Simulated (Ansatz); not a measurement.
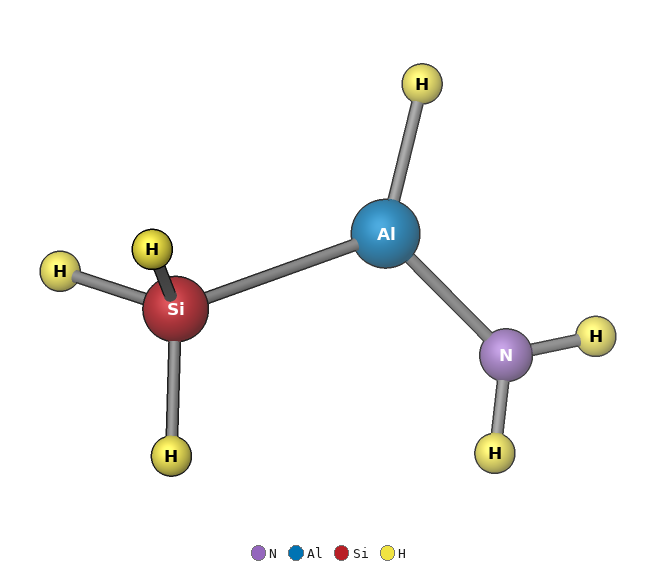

Atoms fade into the background with distance from the viewer. Computed geometry: PBE0-D4/def2-TZVP optimisation.

> Which symmetry elements does this geometry have?

It has 1 mirror plane, so the point group is Cs. The group has 2 operations. The geometry is achiral, and symmetry allows a dipole moment.
